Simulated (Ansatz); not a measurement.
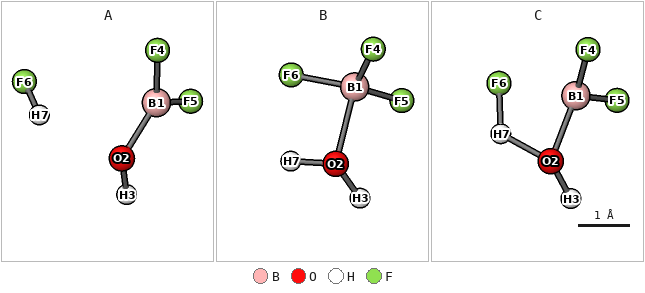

3 geometries from a converged minimum-energy path of BH$_{2}$OF$_{3}$, shuffled. Style: ball-and-stick. Shown face on.

Method: RKS PBE0-D4/def2-SVP in Ansatz 0.2.0. Run with 5 movable images; climbing image; force threshold 0.05 eV/Å; iteration limit 60; starting path through a guess of the saddle point.

Which frame is the top of the path?

Answer. C. In order along the path, whose images run from 0 to 6: A (image 0, 0.00 eV), C (image 3, +0.47 eV), B (image 5, −0.43 eV). Breaking: F6–H7 (0.93 → 1.11 at the top → 2.30 Å). Forming: B1–F6 (2.71 → 1.65 at the top → 1.35 Å), O2–H7 (1.89 → 1.28 at the top → 0.97 Å).

The run took 76 s on 1 thread of Intel(R) Xeon(R) 6975P-C (Granite Rapids), on a shared host, peak memory 0.17 GiB.
